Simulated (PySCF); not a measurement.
**C₄H₁₂AsB: density, localisation and related maps**

```xyz
18

C     1.7720   -0.4962    1.1521
C     1.0643    0.6165    0.3892
C     0.1955    0.1226   -0.7781
B    -0.4452    1.2859   -1.6242
As   -1.8955   -0.3220    1.2372
C    -0.8334   -0.9259   -0.3288
H     2.3480   -1.1237    0.4739
H     2.4531   -0.0726    1.8870
H     1.0542   -1.1228    1.6832
H     1.8109    1.3101   -0.0030
H     0.4267    1.1767    1.0864
H     0.8720   -0.3809   -1.4917
H    -1.3162    1.0493   -2.3686
H    -0.0310    2.3767   -1.5507
H    -3.0482   -1.2459    0.9462
H    -2.5931    0.7754    0.4842
H    -0.3365   -1.8616   -0.0478
H    -1.5065   -1.1552   -1.1581
```

Geometry: GFN2-xTB.

All numbers below come from B3LYP/def2-SVPD, SCF density, gas phase (PySCF 2.14.0).

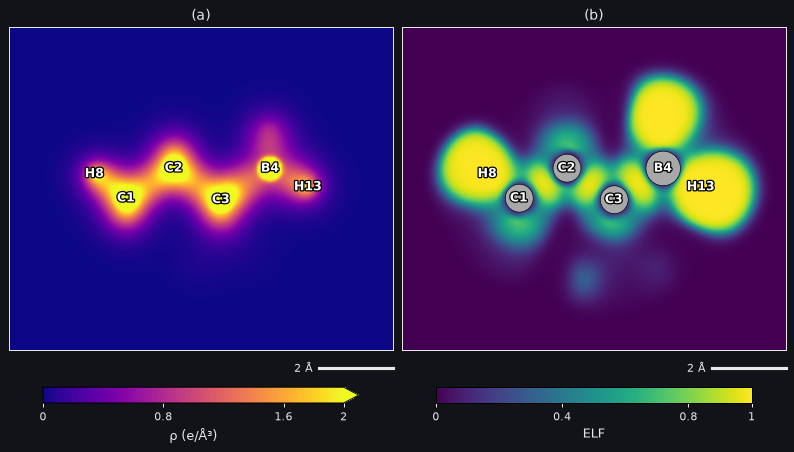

Figure 1. (a) total electron density; (b) ELF on the plane of atoms C1, C2 and C3. Grey discs cover the atomic cores in the ELF map.

Question: Interpret the plot.

Answer: The section cuts through C, B and H sites. C–C (1.52 Å): ρ is about 1.7 e/Å³ halfway; the ELF peaks at about 0.95 between the atoms: a shared electron pair. C–B (1.57 Å): the density is about 1.4 e/Å³ at the midpoint; the ELF peaks at about 1 between the atoms: a covalent bond. C–H (1.09 Å): the density is about 1.9 e/Å³ at the midpoint; the ELF climbs to about 1 towards the hydrogen, as it does in any bond to H: an ordinary covalent bond to hydrogen. B–H (1.17 Å): ρ is about 1.3 e/Å³ halfway; the ELF climbs to about 1 towards the hydrogen: a covalent bond by its length.

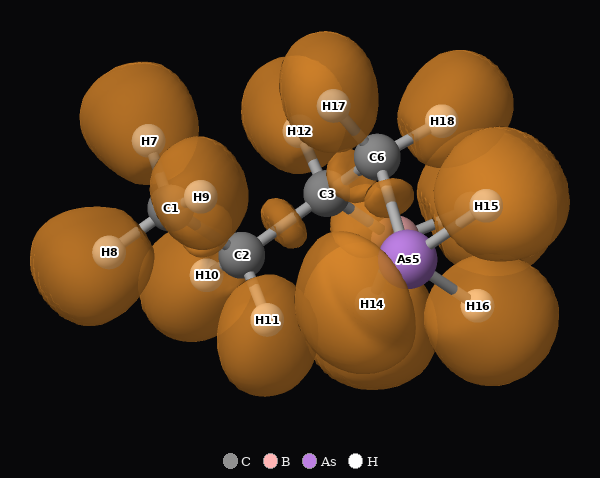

Figure 2. Isosurface of the electron localisation function at 0.85 (orange), seen from one side. Core shells and regions of very low density are left out.

Question: Identify the bonds, lone pairs and shells in this picture.

Answer: The surface consists of one region between bonded As–C atoms (shared pairs), one region between bonded B–C atoms (shared pairs), three regions between bonded C–C atoms (shared pairs), twelve regions around hydrogen nuclei and one lobe on As, pointing away from the bonds (lone pairs).

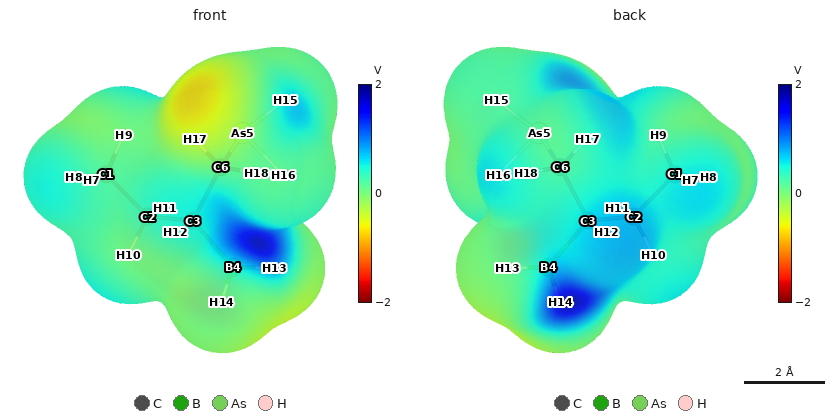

Figure 3. The electrostatic potential painted on the density surface at 0.002 e/bohr³, seen from the front and from behind; red is negative and blue positive.

Question: Which sites attract a positive test charge, and which a negative one?

Answer: A positive charge is drawn to the negative regions and a negative charge to the positive ones. The most negative region (about −0.7 V, or −16 kcal/mol for a unit charge) lies over As5, the most positive (about +1.6 V, or +37 kcal/mol for a unit charge) over B4.
